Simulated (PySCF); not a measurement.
# MoOCl₂: singlet, from a trigonal pyramidal start

Aim: relax MoOCl₂ as a singlet from a trigonal pyramidal start, check by its vibrations whether the end is a minimum, and collect its spectrum and constants.

Computed with PySCF 2.14.0. Level: PBE0, basis Mo def2-TZVP with ECP28, O def2-TZVP, Cl def2-TZVP, scalar-relativistic core potentials, no spin–orbit coupling, density fitting.

## Step 1: The starting structure

4 atoms, charge 0, spin multiplicity 1.

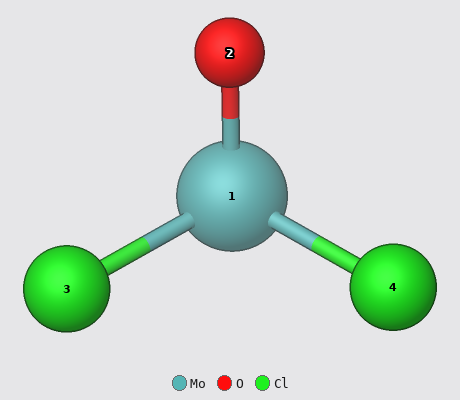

The starting geometry (molybdenum teal, oxygen red, chlorine green); atoms are numbered from 1 in the order of the file.

```xyz
4
charge 0 multiplicity 1
Mo    0.0000   -0.5606    0.0000
O     1.7800   -0.5538    0.0000
Cl   -0.4071    0.9114   -1.8122
Cl   -0.4071    0.9114    1.8122
```

## Step 2: Finding the electronic state

The steps below are one call of a driver around PySCF. For each, scf.py gives the equivalent set-up of the SCF; relaxations use the driver's own optimiser. After this first run the driver tries any further starts and a stability analysis.

File scf.py:

```python
from pyscf import gto, scf, dft
mol = gto.M(atom='''
Mo    -0.000000    -0.560600     0.000010
O      1.780010    -0.553780    -0.000000
Cl    -0.407090     0.911430    -1.812240
Cl    -0.407090     0.911420     1.812220''',
    basis={'Mo': 'def2-TZVP', 'O': 'def2-TZVP', 'Cl': 'def2-TZVP'},
    ecp={'Mo': 'def2-TZVP'},
    charge=0, spin=0)
mf = dft.RKS(mol, xc='PBE0')
mf.grids.atom_grid = (50, 194)
aux = {'Mo': 'def2-universal-JKFIT', 'O': 'def2-universal-JKFIT', 'Cl': 'def2-universal-JKFIT'}
mf = mf.density_fit(auxbasis=aux)
mf.conv_tol = 1e-08
mf.diis_space = 10
mf.max_cycle = 60
mf.init_guess = 'minao'
mf.verbose = 4
mf.kernel()
```

Started as:

```bash
$ OMP_NUM_THREADS=4 python axn.py task.json out
```

Log, cut to the lines that bear on the results:

```text
[... the frontier levels of the middle cycles are left out ...]
init E= -1056.93955708518
  HOMO = -0.415226719742766  LUMO = -0.396969183464267  gap/eV = 0.49681
cycle= 1 E= -1063.33425118922  delta_E= -6.39  |g|=    1  |ddm|= 3.84
  HOMO = -0.237748662122415  LUMO = -0.160666314453093  gap/eV = 2.09752
cycle= 2 E= -1058.65822160909  delta_E= 4.68  |g|= 4.37  |ddm|= 2.45
  HOMO = -0.184194071500002  LUMO = -0.0979213199513279  gap/eV = 2.34760
cycle= 3 E= -1063.50268130727  delta_E= -4.84  |g|= 0.485  |ddm|=  2.1
cycle= 4 E= -1063.54784107518  delta_E= -0.0452  |g|= 0.195  |ddm|= 0.536
cycle= 5 E= -1063.55336467181  delta_E= -0.00552  |g|= 0.122  |ddm|= 0.212
cycle= 6 E= -1063.55738512177  delta_E= -0.00402  |g|= 0.02  |ddm|= 0.106
cycle= 7 E= -1063.55751539917  delta_E= -0.00013  |g|= 0.0115  |ddm|= 0.0249
cycle= 8 E= -1063.55758809161  delta_E= -7.27e-05  |g|= 0.00349  |ddm|= 0.0211
cycle= 9 E= -1063.55761904887  delta_E= -3.1e-05  |g|= 0.00235  |ddm|= 0.0234
cycle= 10 E= -1063.55762341063  delta_E= -4.36e-06  |g|= 0.00141  |ddm|= 0.00842
cycle= 11 E= -1063.55762416065  delta_E= -7.5e-07  |g|= 0.00035  |ddm|= 0.00311
cycle= 12 E= -1063.5576241969  delta_E= -3.62e-08  |g|= 6.78e-05  |ddm|= 0.000545
cycle= 13 E= -1063.55762419851  delta_E= -1.62e-09  |g|= 7.84e-06  |ddm|= 0.00013
  HOMO = -0.251986256123282  LUMO = -0.147767093262007  gap/eV = 2.83595
Extra cycle  E= -1063.55762419853  delta_E= -1.36e-11  |g|= 1.02e-05  |ddm|= 1.82e-05
converged SCF energy = -1063.55762419853
```

This step, with its further starts and checks, needed 19 s of wall time on 4 threads of Arm Neoverse N1, shared host.

The starts that the driver tried:

```tsv
start	energy (Eh)
the minimal-basis guess	-1063.557624
a thermally smeared density	-1063.557624
a smeared PBE density	-1063.557624
```

No lower closed-shell solution turned up from the other starts or in the test of internal stability.

## Step 3: Trigonal pyramidal start, singlet: relaxation

The program finds Cs symmetry in the start, which this walk keeps. Threshold on the gradient: 0.0003 Eh/bohr, with a further test on the energy change.

Changes to scf.py since step 2:

```diff
@@ -3,4 +3,4 @@
-Mo    -0.000000    -0.560600     0.000010
-O      1.780010    -0.553780    -0.000000
-Cl    -0.407090     0.911430    -1.812240
-Cl    -0.407090     0.911420     1.812220''',
+Mo    -0.000001    -0.560597     0.000000
+O      1.780009    -0.553777     0.000001
+Cl    -0.407090     0.911426    -1.812231
+Cl    -0.407092     0.911429     1.812229''',
@@ -17 +16,0 @@
-mf.init_guess = 'minao'
```

Energy and gradient, step by step:

```tsv
step	energy (Eh)	change (kJ/mol)	largest symmetric gradient (Eh/bohr)
0	-1063.557624	0.00	0.13554
1	-1063.597503	-104.70	0.04062
2	-1063.605880	-126.70	0.03236
3	-1063.609083	-135.10	0.02801
4	-1063.611473	-141.38	0.01136
5	-1063.612463	-143.98	0.00878
6	-1063.612864	-145.03	0.00455
7	-1063.612883	-145.08	0.00983
8	-1063.613033	-145.48	0.00198
9	-1063.613058	-145.54	0.00134
10	-1063.613073	-145.58	0.00068
11	-1063.613072	-145.58	0.00015
```

The walk took 44 s.

Geometry (Å) and forces (eV/Å) at some steps:

```
step 0
Mo   0.000  -0.561   0.000   6.971   3.756   0.000
O    1.780  -0.554   0.000  -6.691  -0.905   0.000
Cl  -0.407   0.911  -1.812  -0.140  -1.426   1.214
Cl  -0.407   0.911   1.812  -0.140  -1.426  -1.214
step 1
Mo   0.112  -0.431   0.000  -1.631   2.089   0.000
O    1.707  -0.604   0.000   1.707  -0.722   0.000
Cl  -0.427   0.872  -1.804  -0.038  -0.683   0.406
Cl  -0.427   0.872   1.804  -0.038  -0.683  -0.406
step 6
Mo   0.233   0.013   0.000  -0.185   0.208   0.000
O    1.673  -0.761   0.000   0.233  -0.170   0.000
Cl  -0.470   0.728  -1.990  -0.024  -0.019   0.031
Cl  -0.470   0.728   1.990  -0.024  -0.019  -0.031
step 11
Mo   0.288   0.087   0.000   0.005  -0.002   0.000
O    1.668  -0.799   0.000  -0.012  -0.002   0.000
Cl  -0.495   0.710  -1.988   0.003   0.002   0.002
Cl  -0.495   0.711   1.988   0.003   0.002  -0.002
```

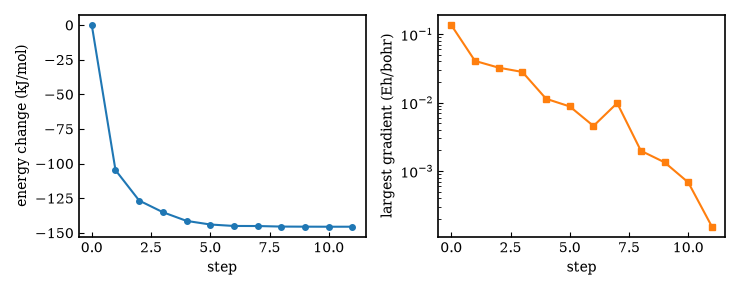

Energy and largest gradient along the walk.

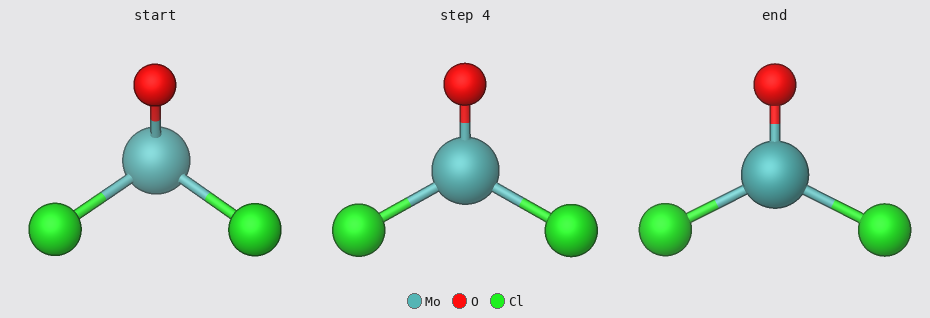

Start and end of the relaxation, with a step between.

After 11 steps and 145.6 kJ/mol it ends at Cs: Mo–Cl 2.226 Å (×2), Mo–O 1.640 Å; Cl–Mo–Cl 126.5°, Cl–Mo–O 116.6° (×2).

## Step 4: Is it a minimum? Harmonic modes

The point is checked on the finer grid, and tightened if its gradient asks for it. The Hessian and the dipole derivatives come from central differences of analytic gradients, with steps of 0.02 bohr.

Changes to scf.py since step 3:

```diff
@@ -3,4 +3,4 @@
-Mo    -0.000001    -0.560597     0.000000
-O      1.780009    -0.553777     0.000001
-Cl    -0.407090     0.911426    -1.812231
-Cl    -0.407092     0.911429     1.812229''',
+Mo     0.196328    -0.137337     0.000000
+O      1.540015    -1.077284     0.000002
+Cl    -0.627042     0.438633    -1.986365
+Cl    -0.627044     0.438636     1.986364''',
@@ -11 +11 @@
-mf.grids.atom_grid = (50, 194)
+mf.grids.atom_grid = (75, 302)
@@ -14 +14 @@
-mf.conv_tol = 1e-08
+mf.conv_tol = 1e-10
```

This SCF starts from the last density.

SCF at the final geometry:

```text
init E= -1063.61304060529
  HOMO = -0.252935679794518  LUMO = -0.151958155519551  gap/eV = 2.74774
cycle= 1 E= -1063.61304060529  delta_E= -1.36e-12  |g|= 1.15e-06  |ddm|= 1.7e-06
  HOMO = -0.252935725762697  LUMO = -0.151958177962057  gap/eV = 2.74774
Extra cycle  E= -1063.61304060529  delta_E=    0  |g|= 2.77e-06  |ddm|= 2.19e-06
converged SCF energy = -1063.61304060529
```

The whole step took 97 s.

Geometry: C2v; Mo–Cl 2.226 Å (×2), Mo–O 1.640 Å; Cl–Mo–Cl 126.3°, Cl–Mo–O 116.8° (×2).

Modes, for the most abundant isotopes:

| symmetry | ω (cm⁻¹) | IR (km/mol) | type |
| --- | --- | --- | --- |
| b1 | 54 | 5.9 | bend |
| a1 | 106 | 1.0 | bend |
| b2 | 230 | 0.0 | bend |
| a1 | 399 | 22.1 | stretch |
| b2 | 474 | 107 | stretch |
| a1 | 1104 | 180 | stretch |

No imaginary mode, so this is a minimum.

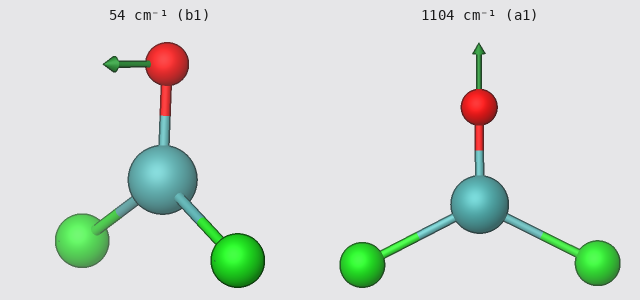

Displacements of 2 of the modes, as arrows (one member where a mode is degenerate).

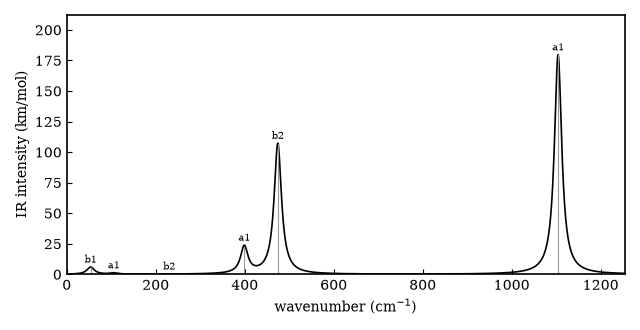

The harmonic infrared spectrum (widths in cm⁻¹). Lines are broadened to a width of 20 cm⁻¹ (Lorentzian).

Properties at this point:

```
Dipole moment                                                   : 0.71 D
Highest occupied level                                          : -6.88 eV
Lowest empty level                                              : -4.13 eV
Rotational constants                                            : 0.1636, 0.06109, 0.04448 cm⁻¹
Zero-point energy                                               : 14.2 kJ/mol
Principal polarisabilities                                      : 52.3, 63.7, 80.9 bohr³
Atomisation energy without zero-point energy                    : 1300 kJ/mol
Principal traceless quadrupole moments about the centre of mass : -2.18, 0.43, 1.75 D Å
Entropy at 298.15 K and 1 bar                                   : 332.7 J/(mol K)
Heat capacity Cp at 298.15 K                                    : 70.0 J/(mol K)
Enthalpy at 298.15 K above 0 K                                  : 16.86 kJ/mol
Rotational symmetry number                                      : 2
```

Charges (e) and bond orders:

```
 atom  Mulliken  Löwdin  polar tensor  Mayer order to Mo1
  Mo1      1.20    0.02          1.60                   –
   O2     -0.49   -0.21         -0.65                2.13
Cl3,4     -0.36    0.09         -0.47                1.08
```

Outer orbital energies (eV). occupied: -12.15, -12.02, -10.73, -10.66, -10.29, -10.27, -10.04, -6.88; empty: -4.13, -2.92, -1.93, -1.67.

Mulliken populations on Mo1 (outside its core potential): s 2.49, p 6.21, d 4.04, f 0.05.

## Step 5: The broken-symmetry singlet

A stability analysis found the closed shell of the lowest minimum unstable towards spin polarisation, so the unrestricted solution is followed.

The program finds C2v symmetry in the start, which may break. The walk stops when the largest gradient is under 0.0003 Eh/bohr and the energy has settled too.

Changes to scf.py since step 4:

```diff
@@ -10,2 +10,2 @@
-mf = dft.RKS(mol, xc='PBE0')
-mf.grids.atom_grid = (75, 302)
+mf = dft.UKS(mol, xc='PBE0')
+mf.grids.atom_grid = (50, 194)
@@ -14 +14 @@
-mf.conv_tol = 1e-10
+mf.conv_tol = 1e-08
```

Energy and gradient, step by step:

```tsv
step	energy (Eh)	change (kJ/mol)	largest gradient (Eh/bohr)
0	-1063.625087	0.00	0.01121
1	-1063.626171	-2.84	0.00788
2	-1063.626301	-3.19	0.00261
3	-1063.626421	-3.50	0.00227
4	-1063.626503	-3.72	0.00121
5	-1063.626534	-3.80	0.00043
6	-1063.626534	-3.80	0.00007
```

The walk took 44 s.

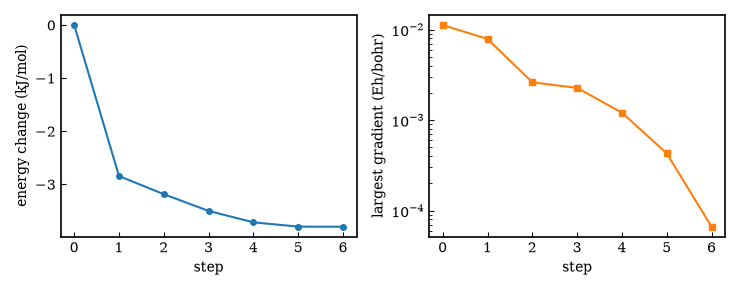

How energy and gradient fall.

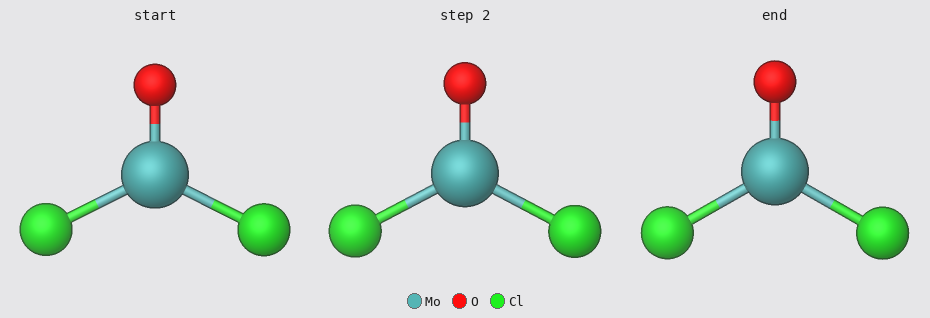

Start and end of the relaxation, with a step between.

After 6 steps and 3.8 kJ/mol it ends at C2v: Mo–Cl 2.263 Å (×2), Mo–O 1.642 Å; Cl–Mo–Cl 120.4°, Cl–Mo–O 119.8° (×2).

## Step 6: Is it a minimum? Harmonic modes

The same treatment as at the point before.

Changes to scf.py since step 5:

```diff
@@ -3,4 +3,4 @@
-Mo     0.196328    -0.137337     0.000000
-O      1.540015    -1.077284     0.000002
-Cl    -0.627042     0.438633    -1.986365
-Cl    -0.627044     0.438636     1.986364''',
+Mo     0.236016    -0.165135     0.000000
+O      1.581634    -1.106628     0.000002
+Cl    -0.690609     0.483201    -1.959438
+Cl    -0.690611     0.483203     1.959437''',
@@ -11 +11 @@
-mf.grids.atom_grid = (50, 194)
+mf.grids.atom_grid = (75, 302)
@@ -14 +14 @@
-mf.conv_tol = 1e-08
+mf.conv_tol = 1e-10
```

Log of the central SCF (cycles and frontier levels):

```text
init E= -1063.6266383184
[... the frontier-level lines of each cycle are left out ...]
cycle= 1 E= -1063.62663831839  delta_E= 1.32e-11  |g|= 6.22e-06  |ddm|= 5.8e-06
Extra cycle  E= -1063.62663831829  delta_E= 9.91e-11  |g|= 1.74e-05  |ddm|= 1.17e-05
converged SCF energy = -1063.62663831829  <S^2> = 1.0040939  2S+1 = 2.2397267
```

The whole step needed 2.2 min of wall time on 4 threads of Arm Neoverse N1, shared host.

Geometry: C2v; Mo–Cl 2.262 Å (×2), Mo–O 1.642 Å; Cl–Mo–Cl 120.0°, Cl–Mo–O 120.0° (×2).

Harmonic modes (main isotopes):

| symmetry | ω (cm⁻¹) | IR (km/mol) | μ (u) | type |
| --- | --- | --- | --- | --- |
| a1 | 104 | 1.4 | 38.18 | bend |
| b1 | 113 | 14.7 | 28.54 | bend |
| b2 | 198 | 2.5 | 18.91 | bend |
| a1 | 393 | 24.6 | 37.31 | stretch |
| b2 | 443 | 125 | 45.76 | stretch |
| a1 | 1096 | 201 | 18.12 | stretch |

μ is the mass of the mode for normalised Cartesian displacements, not the reduced mass of the usual diatomic formula.

No imaginary mode, so this is a minimum.

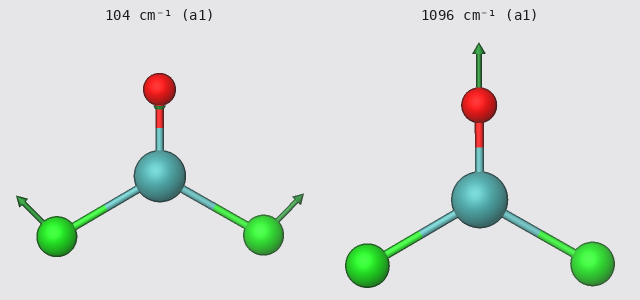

Displacements of 2 of the modes, as arrows (one member where a mode is degenerate).

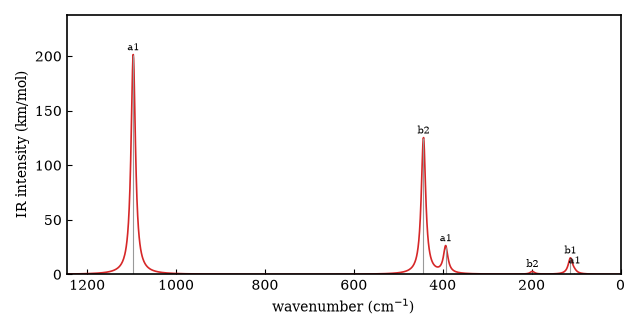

The harmonic infrared spectrum (widths in cm⁻¹). Lines are broadened to a width of 12 cm⁻¹ (Lorentzian).

Properties at this point:

- Dipole moment: 0.04 D
- Highest occupied level: -7.24 eV
- Lowest empty level: -3.85 eV
- Rotational constants: 0.1436, 0.06278, 0.04368 cm⁻¹
- Zero-point energy: 14.0 kJ/mol
- Principal polarisabilities: 45.4, 64.3, 80.6 bohr³
- Atomisation energy without zero-point energy: 1336 kJ/mol
- Principal traceless quadrupole moments about the centre of mass: -3.37, -2.85, 6.22 D Å
- Entropy at 298.15 K and 1 bar: 328.9 J/(mol K)
- Heat capacity Cp at 298.15 K: 70.4 J/(mol K)
- Enthalpy at 298.15 K above 0 K: 16.78 kJ/mol
- Rotational symmetry number: 2
- Spin squared ⟨S²⟩: 1.004

Charges (e) and bond orders:

```csv
atom,Mulliken,Löwdin,polar tensor,spin (Mulliken),Mayer order to Mo1
Mo1,1.26,0.15,1.84,-0.11,–
O2,-0.49,-0.21,-0.75,-0.03,2.10
"Cl3,4",-0.39,0.03,-0.55,0.07,1.01
```

Mulliken populations on Mo1 (outside its core potential): s 2.34, p 6.24, d 4.11, f 0.05.

## Step 7: All stationary points

| spin | group | bonds | imaginary modes (cm⁻¹) | ΔE (kJ/mol) | with zero-point energy |
| --- | --- | --- | --- | --- | --- |
| broken-symmetry (Ms = 0) | C2v | Mo–Cl 2.262 Å (×2), Mo–O 1.642 Å | none | 0.0 | 0.0 |
| singlet | C2v | Mo–Cl 2.226 Å (×2), Mo–O 1.640 Å | none | 35.7 | 35.8 |

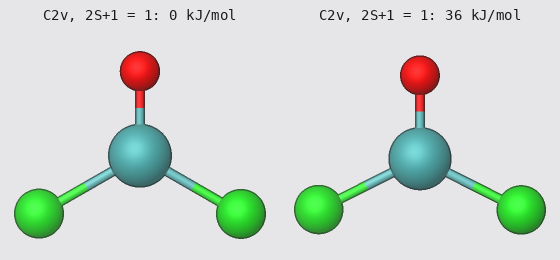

The points, lowest first (molybdenum teal, oxygen red, chlorine green).

## Step 8: Outcome

| quantity | value |
| --- | --- |
| minimum | broken-symmetry (Ms = 0), C2v |
| geometry | Mo–Cl 2.262 Å (×2), Mo–O 1.642 Å; Cl–Mo–Cl 120.0°, Cl–Mo–O 120.0° (×2) |
| wavenumbers (cm⁻¹) | 104 (a1), 113 (b1), 198 (b2), 393 (a1), 443 (b2), 1096 (a1) |
| dipole moment | 0.04 D |
| highest occupied, lowest empty level (either spin) | -7.24, -3.85 eV |
| polar-tensor charge of Mo1 | +1.84 e |
| zero-point energy | 14.0 kJ/mol |
| entropy at 298.15 K | 328.9 J/(mol K) |
| atomisation energy (no zero-point energy) | 1336 kJ/mol |
| ⟨S²⟩ | 1.004 |

The trigonal pyramidal start (Cs) ends in a minimum of C2v symmetry. The determinant is spin-contaminated (⟨S²⟩ = 1.00 against 0.00), so it is no pure spin state. In the infrared the band at 1096 cm⁻¹ (a1, stretch) leads. Only this shape and spin were tried, so other structures or states may lie lower.

The search up to here took 5.8 min.
